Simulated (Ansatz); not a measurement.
```xyz
16

C    -0.0241   -0.1088    0.5372
C     0.0650   -1.0249   -0.6844
C     0.8525   -0.3878   -1.8278
F    -2.2848   -2.4097    0.0040
N    -2.5803   -0.2103   -1.6936
Si   -1.6377   -1.5710   -1.2476
H    -0.5176    0.8465    0.2896
H    -0.5882   -0.5766    1.3587
H     0.9794    0.1425    0.9189
H     0.5767   -1.9558   -0.3757
H     0.3482    0.5197   -2.1971
H     0.9628   -1.0716   -2.6844
H     1.8656   -0.0990   -1.5017
H    -1.6236   -2.5095   -2.4029
H    -3.4297   -0.3231   -2.2346
H    -2.6407    0.6003   -1.0879
```

Geometry: PBE0-D3(BJ)/def2-SVP.

Theory: isolated molecule in a Gaussian basis; Kohn-Sham density functional theory, functional PBE0 in Ansatz.

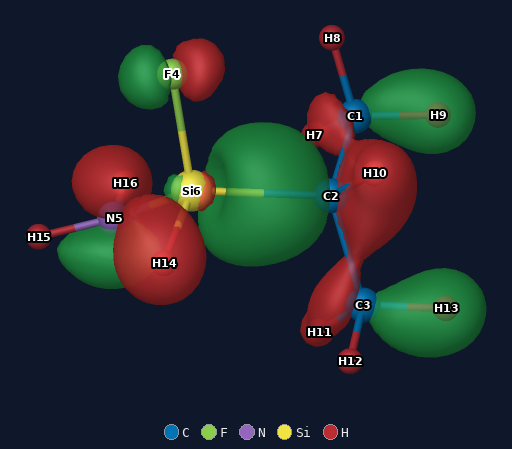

C$_{3}$H$_{10}$FNSi. The HOMO−1 at ±0.15 Å⁻³ᐟ² (green and red are the two phases), seen at a tilt.

**What is the character of this orbital?**

By Hirshfeld shares it lies mainly on C2 (about 25 %), Si6 (about 20 %), N5 (about 10 %), C3 (about 10 %), H14 (about 5 %) and C1 (about 5 %). Its energy is −8.18 eV.
